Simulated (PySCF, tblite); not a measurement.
# C4H7FO2: geometry, infrared bands and NMR shifts

Aim: predict the infrared bands and NMR shifts of C4H7FO2 (`C=COCOCF`).

The runs use tblite 0.8.0 and PySCF 2.14.0, with density-fitted response routines of our own; the level of theory stands in each step. All values are computed, except where a source is named. Atoms are numbered from 0 throughout.

### Step 1. Starting geometry

14 atoms, charge 0, multiplicity 1; geometry from: force field or distance geometry start.

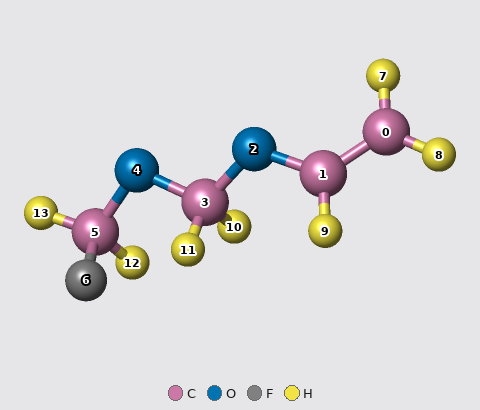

As it starts; carbon pink, oxygen blue, fluorine grey, hydrogen yellow, atoms numbered.

### Step 2. Relaxing the molecule with GFN2-xTB

The job: settings as JSON, then the geometry in Å.

```
{"job": {"kind": "relax", "xc": "GFN2-xTB", "basis": "xTB"}, "charge": 0, "multiplicity": 1}
C      3.091400     0.053000     0.366300
C      1.822200    -0.188300     0.694400
O      0.777900     0.644400     0.331100
C     -0.468300     0.075800     0.035500
O     -1.444500     1.021500    -0.313300
C     -2.615100     0.268100    -0.570400
F     -2.858300    -0.362500     0.647200
H      3.312500     0.943400    -0.215700
H      3.867400    -0.640800     0.692200
H      1.579000    -1.084900     1.303700
H     -0.342900    -0.590800    -0.862100
H     -0.916600    -0.517500     0.851500
H     -2.363500    -0.536700    -1.272200
H     -3.442200     0.914700    -0.870200
```

On the command line:

```console
> OMP_NUM_THREADS=1 python probes_run.py task.json out
```

This one command runs all jobs of the session in turn.

Log:

```text
step      E/eV     max force
  0    -678.46155    2.124
  1    -678.58865    1.120
  2    -678.67683    0.892
  3    -678.73915    0.781
  4    -678.78193    0.505
  5    -678.80811    0.589
  6    -678.84097    0.767
  7    -678.87579    0.628
  8    -678.89870    0.484
  9    -678.90832    0.288
 10    -678.91431    0.227
 11    -678.91839    0.163
 12    -678.92231    0.184
 13    -678.92558    0.176
 14    -678.92869    0.156
 15    -678.93258    0.219
 16    -678.93834    0.327
 17    -678.94572    0.350
 18    -678.95271    0.257
 19    -678.95733    0.172
 20    -678.96029    0.190
 21    -678.96361    0.187
 22    -678.96765    0.164
 23    -678.97163    0.152
 24    -678.97573    0.141
 25    -678.98052    0.194
 26    -678.98514    0.211
 27    -678.98892    0.173
 28    -678.99191    0.130
 29    -678.99476    0.138
 30    -678.99810    0.165
 31    -679.00192    0.156
 32    -679.00580    0.153
 33    -679.00971    0.159
 34    -679.01283    0.261
 35    -679.01447    0.432
 36    -679.01916    0.146
 37    -679.02173    0.113
 38    -679.02675    0.133
 39    -679.03050    0.182
 40    -679.03376    0.188
 41    -679.03807    0.109
 42    -679.03941    0.206
 43    -679.04164    0.100
 44    -679.04326    0.116
 45    -679.04601    0.123
 46    -679.04785    0.132
 47    -679.05067    0.191
 48    -679.05427    0.156
 49    -679.05663    0.420
 50    -679.06385    0.196
 51    -679.07016    0.194
 52    -679.07722    0.361
 53    -679.07891    0.368
 54    -679.08588    0.210
 55    -679.08962    0.218
 56    -679.09570    0.247
 57    -679.10729    0.312
 58    -679.11911    0.224
 59    -679.12551    0.380
 60    -679.12977    0.250
 61    -679.13506    0.167
 62    -679.14005    0.145
 63    -679.14443    0.124
 64    -679.14712    0.136
 65    -679.14995    0.140
 66    -679.15309    0.156
 67    -679.15626    0.146
 68    -679.15937    0.163
 69    -679.16256    0.164
 70    -679.16560    0.128
 71    -679.16878    0.122
 72    -679.17208    0.195
 73    -679.17528    0.192
 74    -679.17760    0.154
 75    -679.17918    0.092
 76    -679.18022    0.101
 77    -679.18110    0.077
 78    -679.18207    0.078
 79    -679.18348    0.123
 80    -679.18493    0.132
 81    -679.18661    0.125
 82    -679.18861    0.117
 83    -679.19143    0.120
 84    -679.19509    0.174
 85    -679.19980    0.416
 86    -679.18003    0.741
 87    -679.20423    0.231
 88    -679.20603    0.261
 89    -679.21043    0.152
 90    -679.20308    0.601
 91    -679.21589    0.122
 92    -679.21881    0.124
 93    -679.21101    0.632
 94    -679.22394    0.097
 95    -679.22659    0.096
 96    -679.21924    0.633
 97    -679.23217    0.108
 98    -679.23505    0.119
 99    -679.23413    0.549
100    -679.24276    0.118
101    -679.24655    0.111
102    -679.25148    0.500
103    -679.25886    0.072
104    -679.26375    0.063
105    -679.26560    0.485
106    -679.27178    0.089
107    -679.27411    0.116
108    -679.27118    0.500
109    -679.27784    0.125
110    -679.27964    0.126
111    -679.27763    0.525
112    -679.28539    0.093
113    -679.28730    0.083
114    -679.28740    0.318
115    -679.29030    0.071
116    -679.29107    0.068
117    -679.29264    0.059
118    -679.29314    0.052
119    -679.29350    0.068
120    -679.29380    0.070
121    -679.29443    0.071
122    -679.29513    0.064
123    -679.29606    0.093
124    -679.29714    0.113
125    -679.29846    0.098
126    -679.29989    0.088
127    -679.30143    0.074
128    -679.30280    0.081
129    -679.30365    0.068
130    -679.30413    0.052
131    -679.30449    0.045
132    -679.30483    0.040
133    -679.30514    0.043
134    -679.30531    0.035
135    -679.30550    0.036
136    -679.30566    0.042
137    -679.30589    0.045
138    -679.30625    0.053
139    -679.30675    0.064
140    -679.30723    0.056
141    -679.30754    0.044
142    -679.30777    0.024
143    -679.30786    0.021
144    -679.30797    0.023
145    -679.30804    0.033
146    -679.30819    0.048
147    -679.30838    0.061
148    -679.30864    0.064
149    -679.30894    0.064
150    -679.30932    0.060
151    -679.30988    0.062
152    -679.31071    0.077
153    -679.31170    0.093
154    -679.31254    0.086
155    -679.31306    0.087
156    -679.31314    0.060
157    -679.31348    0.028
158    -679.31355    0.022
159    -679.31360    0.019
160    -679.31364    0.016
161    -679.31367    0.013
162    -679.31370    0.010
163    -679.31372    0.007
```

Run time: 0.8 s. Hardware: 1 thread of Arm Neoverse V1, shared host; peak memory 0.18 GiB.

The steps of the relaxation: (not every step is listed)

| step | energy from step 0 (eV) | largest force (eV/Å) |
| --- | --- | --- |
| 0 | 0.0000 | 2.1237 |
| 1 | -0.1271 | 1.1203 |
| 2 | -0.2153 | 0.8918 |
| 3 | -0.2776 | 0.7812 |
| 4 | -0.3204 | 0.5052 |
| 5 | -0.3466 | 0.5894 |
| 6 | -0.3794 | 0.7672 |
| 7 | -0.4142 | 0.6282 |
| 8 | -0.4371 | 0.4845 |
| 23 | -0.5101 | 0.1518 |
| 38 | -0.5652 | 0.1330 |
| 53 | -0.6174 | 0.3678 |
| 68 | -0.6978 | 0.1627 |
| 83 | -0.7299 | 0.1197 |
| 98 | -0.7735 | 0.1190 |
| 113 | -0.8257 | 0.0828 |
| 128 | -0.8413 | 0.0815 |
| 143 | -0.8463 | 0.0208 |
| 158 | -0.8520 | 0.0224 |
| 159 | -0.8520 | 0.0194 |
| 160 | -0.8521 | 0.0162 |
| 161 | -0.8521 | 0.0132 |
| 162 | -0.8522 | 0.0103 |
| 163 | -0.8522 | 0.0073 |

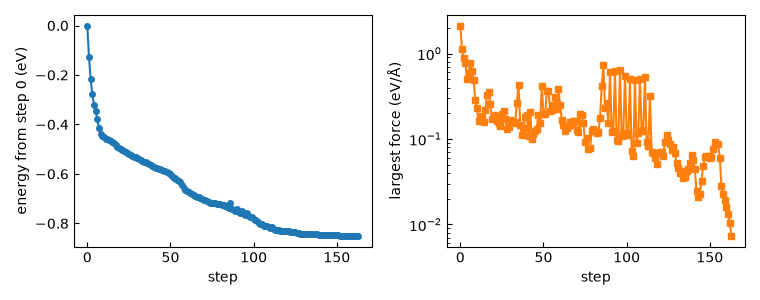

Energy and force, step by step.

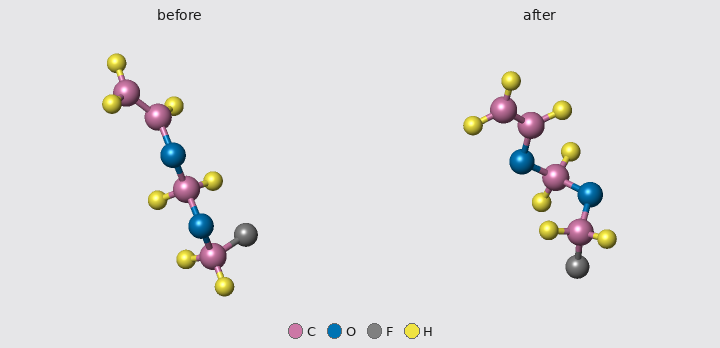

Before and after, at one scale.

Close pairs (by a distance rule), those that changed most:

| bond | before (Å) | after (Å) | change (Å) |
| --- | --- | --- | --- |
| O4–C5 | 1.416 | 1.373 | -0.042 |
| C3–H10 | 1.125 | 1.097 | -0.028 |
| C1–H9 | 1.111 | 1.084 | -0.027 |
| C0–H8 | 1.091 | 1.073 | -0.018 |
| C5–F6 | 1.393 | 1.375 | -0.018 |
| C0–C1 | 1.333 | 1.320 | -0.013 |
| C1–O2 | 1.384 | 1.372 | -0.012 |
| O2–C3 | 1.401 | 1.389 | -0.012 |

The next job starts from the end point, and lists it.

### Step 3. Harmonic vibrations with GFN2-xTB

The job: settings as JSON, then the geometry in Å.

```
{"job": {"kind": "ir", "xc": "GFN2-xTB", "basis": "xTB"}, "charge": 0, "multiplicity": 1}
C      2.562874     0.610357     0.114610
C      1.489390    -0.046061     0.513457
O      0.616691    -0.616784    -0.377703
C     -0.551757    -1.134898     0.166348
O     -1.409814    -0.131398     0.667086
C     -1.963255     0.677818    -0.294544
F     -2.935406     0.004556    -0.995880
H      2.788138     0.730018    -0.929394
H      3.243671     1.032644     0.828172
H      1.232366    -0.174360     1.558585
H     -1.038426    -1.702432    -0.636155
H     -0.352990    -1.787324     1.026959
H     -1.230128     1.023474    -1.038726
H     -2.452032     1.513917     0.215094
```

Log:

```text
mode    cm-1     km/mol
  1      50.8      0.88
  2      74.6      3.62
  3      84.9      0.81
  4     151.0     18.26
  5     242.7      8.39
  6     333.3      5.09
  7     458.8      6.08
  8     542.2      9.83
  9     605.6     19.17
 10     677.4      8.41
 11     835.0     15.72
 12     887.2      8.03
 13     931.7     80.65
 14     971.7    219.39
 15     997.1     21.70
 16    1021.3     12.33
 17    1060.9    187.80
 18    1087.1     92.82
 19    1130.2    168.57
 20    1172.6    133.13
 21    1231.3     21.99
 22    1269.9     12.34
 23    1299.0      5.28
 24    1320.4     10.85
 25    1327.8     10.93
 26    1373.0     11.25
 27    1417.9      0.26
 28    1442.7      1.20
 29    1707.6    119.78
 30    2892.2     26.09
 31    2915.9     39.23
 32    2938.3     19.35
 33    2966.6     18.34
 34    3034.9     34.98
 35    3134.2      4.03
 36    3173.2     22.84
```

Run time: 0.32 s. Hardware: 1 thread of Arm Neoverse V1, shared host; peak memory 0.18 GiB.

The strongest bands and the atoms that carry them (share of the mass-weighted mode):

| cm⁻¹ | km/mol | atoms |
| --- | --- | --- |
| 932 | 80.7 | C3 45 %, C5 19 %, O4 15 % |
| 972 | 219.4 | C5 57 %, F6 31 % |
| 1061 | 187.8 | O2 28 %, C3 27 %, C5 12 %, O4 12 % |
| 1087 | 92.8 | O4 23 %, C5 22 %, H13 16 % |
| 1130 | 168.6 | O2 23 %, O4 18 %, C3 16 %, C5 15 % |
| 1173 | 133.1 | C1 19 %, O2 16 %, H10 10 %, C3 10 % |
| 1708 | 119.8 | C1 51 %, C0 41 % |
| 2916 | 39.2 | H11 91 % |

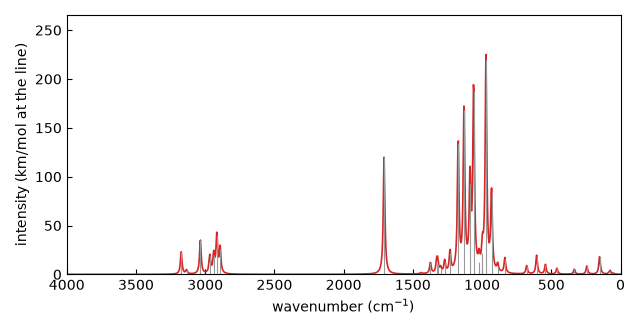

The infrared spectrum from these modes, unscaled. Lines are broadened to a width of 14 cm⁻¹ (Lorentzian).

### Step 4. Shielding tensors: PBE0/pcSseg-1

The job, as its differences from that of step 3:

```diff
@@ -1,2 +1,2 @@
-{"job": {"kind": "ir", "xc": "GFN2-xTB", "basis": "xTB"}, "charge": 0, "multiplicity": 1}
+{"job": {"kind": "nmr", "xc": "PBE0", "basis": "pcSseg-1"}, "charge": 0, "multiplicity": 1}
 C      2.562874     0.610357     0.114610
```

Method: GIAO PBE0/pcSseg-1 NMR shielding, non-relativistic, gas phase.

Log:

```text
coarse grid: 11944 points
cycle   1  E = -406.2151383778  dE =  1.012e+00  |g| = 8.166e-01  |ddm| = 3.180e+00
cycle   2  E = -406.1310583190  dE =  8.408e-02  |g| = 1.089e+00  |ddm| = 1.040e+00
cycle   3  E = -406.3301043645  dE = -1.990e-01  |g| = 6.058e-02  |ddm| = 6.080e-01
cycle   4  E = -406.3307174793  dE = -6.131e-04  |g| = 2.460e-02  |ddm| = 5.400e-02
cycle   5  E = -406.3308563134  dE = -1.388e-04  |g| = 7.226e-03  |ddm| = 2.216e-02
cycle   6  E = -406.3308655413  dE = -9.228e-06  |g| = 3.344e-03  |ddm| = 6.579e-03
cycle   7  E = -406.3308682299  dE = -2.689e-06  |g| = 4.731e-04  |ddm| = 2.537e-03
final grid: 116456 points
cycle   8  E = -406.4011944981  dE = -3.002e-05  |g| = 1.340e-02  |ddm| = 2.159e-02
cycle   9  E = -406.4011646151  dE =  2.988e-05  |g| = 1.889e-02  |ddm| = 1.620e-02
cycle  10  E = -406.4012261238  dE = -6.151e-05  |g| = 1.526e-03  |ddm| = 1.009e-02
cycle  11  E = -406.4012266388  dE = -5.150e-07  |g| = 3.535e-04  |ddm| = 1.353e-03
cycle  12  E = -406.4012266606  dE = -2.187e-08  |g| = 1.476e-04  |ddm| = 3.249e-04
cycle  13  E = -406.4012266654  dE = -4.778e-09  |g| = 2.377e-05  |ddm| = 1.052e-04
cycle  14  E = -406.4012266655  dE = -7.049e-11  |g| = 1.231e-05  |ddm| = 1.728e-05
converged SCF energy = -406.4012266655

GIAO shielding tensors (ppm)
atom      isotropic    diamagn.    paramagn.     s11        s22        s33       span
  0 C       88.738     255.004    -166.266    -14.688    114.671    166.232    180.920
  1 C       27.608     255.004    -227.396    -77.519     65.059     95.283    172.802
  2 O      189.391     398.948    -209.556    100.741    186.265    281.168    180.428
  3 C       94.107     243.566    -149.459     70.736     92.991    118.593     47.856
  4 O      209.536     397.615    -188.079    163.834    176.525    288.249    124.415
  5 C       85.661     243.778    -158.117     57.406     81.082    118.496     61.091
  6 F      360.930     471.173    -110.243    249.947    381.572    451.273    201.326
  7 H       26.797      31.253      -4.456     24.012     25.320     31.060      7.048
  8 H       27.172      29.123      -1.951     24.921     26.184     30.412      5.491
  9 H       25.154      31.616      -6.461     23.236     23.551     28.676      5.440
 10 H       26.248      29.438      -3.189     21.894     27.049     29.803      7.909
 11 H       26.752      29.349      -2.597     22.290     26.902     31.064      8.774
 12 H       25.861      30.865      -5.004     21.236     27.753     28.593      7.357
 13 H       26.217      28.253      -2.036     21.544     26.545     30.562      9.018
```

It took 18 s on 1 thread of Arm Neoverse V1, shared host; peak memory 0.71 GiB.

The references, computed at this level on geometries of the same kind, shield at (ppm): 1H TMS 31.72, 13C TMS 186.9, 19F CFCl3 170.9, 17O H2O 336.1. Their shielding less the atom's gives the shift. The references are single molecules in the gas phase, so shifts against H2O, NH3, PH3, H3PO4 or CFCl3 are not on the usual liquid scales and can be off by tens of ppm. Atoms listed in one row are averaged.

| atoms | environment | σ (ppm) | δ (ppm) | δ scaled to CDCl3 |
| --- | --- | --- | --- | --- |
| C1 | alkene carbon bearing oxygen | 27.6 | 159.3 | 153.6 |
| C5 | sp3 CH2 bonded to F and O | 85.7 | 101.3 | 96.9 |
| C0 | β carbon of an enol-ether or enamine type C=C | 88.7 | 98.2 | 93.9 |
| C3 | sp3 carbon bearing two oxygens | 94.1 | 92.8 | 88.7 |
| H9 | hydrogen on an alkene carbon bearing oxygen | 25.15 | 6.56 | 6.29 |
| H12, H13 | hydrogen on an sp3 CH2 bonded to F and O | 26.04 | 5.68 | 5.46 |
| H10, H11 | hydrogen on an sp3 carbon bearing two oxygens | 26.50 | 5.22 | 5.02 |
| H7 | hydrogen on a β carbon of an enol-ether or enamine type C=C | 26.80 | 4.92 | 4.74 |
| H8 | hydrogen on a β carbon of an enol-ether or enamine type C=C | 27.17 | 4.54 | 4.39 |
| O2 | ether oxygen | 189.4 | 146.7 | – |
| O4 | ether oxygen | 209.5 | 126.5 | – |
| F6 | fluorine on an sp3 carbon | 360.9 | -190.0 | – |

The scaled column applies a straight-line fit of computed shieldings to shifts measured in CDCl3, and one for carbons that bear F (root-mean-square error 0.16 ppm for H, 1.9 ppm for C).

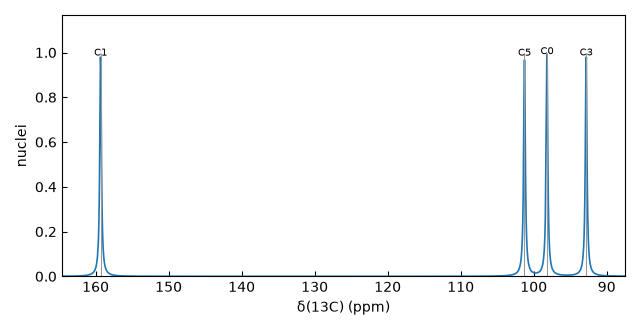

13C lines at the computed shifts, without couplings. Lines are broadened to a width of 0.27 ppm (Lorentzian).

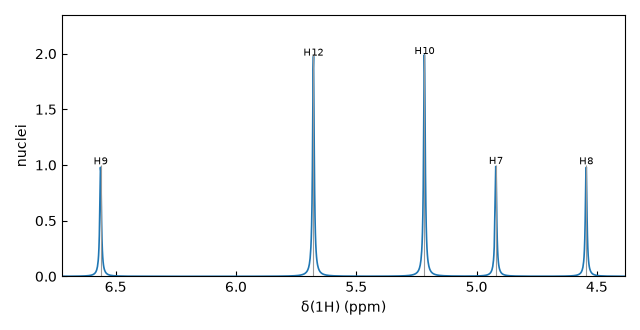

1H lines at the computed shifts, without couplings. Lines are broadened to a width of 0.01 ppm (Lorentzian).

The run also stored atomic charges by several schemes (e):

| atoms | Mulliken | IAO | Hirshfeld | ESP fit |
| --- | --- | --- | --- | --- |
| C0 | -0.21 | -0.38 | -0.14 | -0.59 |
| C1 | 0.05 | 0.05 | 0.02 | 0.11 |
| O2 | -0.47 | -0.34 | -0.11 | -0.24 |
| C3 | 0.28 | 0.12 | 0.07 | 0.00 |
| O4 | -0.50 | -0.39 | -0.15 | -0.32 |
| C5 | 0.36 | 0.22 | 0.09 | 0.21 |
| F6 | -0.34 | -0.34 | -0.13 | -0.24 |

Hirshfeld charges:

C0 -0.14; C1 0.02; O2 -0.11; C3 0.07; O4 -0.15; C5 0.09; F6 -0.13; H7 0.05; H8 0.05; H9 0.05; H10 0.05; H11 0.05; H12 0.04; H13 0.06

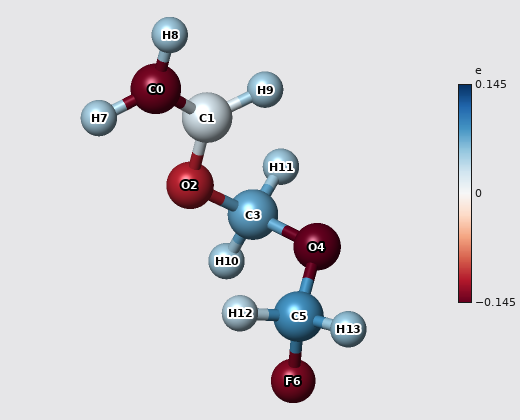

Hirshfeld charges, as colours on the atoms.

Mayer bond orders: C0–C1 1.96, C1–O2 0.96, O2–C3 0.95, C3–O4 0.92, O4–C5 1.01, C5–F6 0.90.

### Step 5. Summary of results

```
                                                              quantity                             value
                             strongest single infrared mode (GFN2-xTB)              972 cm⁻¹, 219 km/mol
                                          zero-point energy (GFN2-xTB)                     66.8 kcal/mol
                                13C shifts against TMS (PBE0/pcSseg-1)      159.3, 101.3, 98.2, 92.8 ppm
1H shifts against TMS (PBE0/pcSseg-1, means over atoms taken as alike)  6.56, 5.68, 5.22, 4.92, 4.54 ppm
                                17O shifts against H2O (PBE0/pcSseg-1)                  146.7, 126.5 ppm
                              19F shifts against CFCl3 (PBE0/pcSseg-1)                        -190.0 ppm
```

Over 163 steps the energy fell by 0.852 eV; of the close pairs, O4–C5 changed most, 1.416 to 1.373 Å. No mode is imaginary among the 36: a minimum at this level. The strongest single mode, at 972 cm⁻¹, moves mainly C5 and F6. Unscaled tight-binding wavenumbers are off by several per cent, some by more. Its intensities can rank the bands wrongly. The most deshielded carbon is C1 (alkene carbon bearing oxygen), at 159.3 ppm: an sp2 carbon further deshielded by the attached heteroatom. H9 (hydrogen on an alkene carbon bearing oxygen) lies farthest downfield among hydrogen, at 6.56 ppm; olefinic region. At PBE0/pcSseg-1: The widest tensor belongs to F6: span 201 ppm, with a paramagnetic part of -110 ppm.
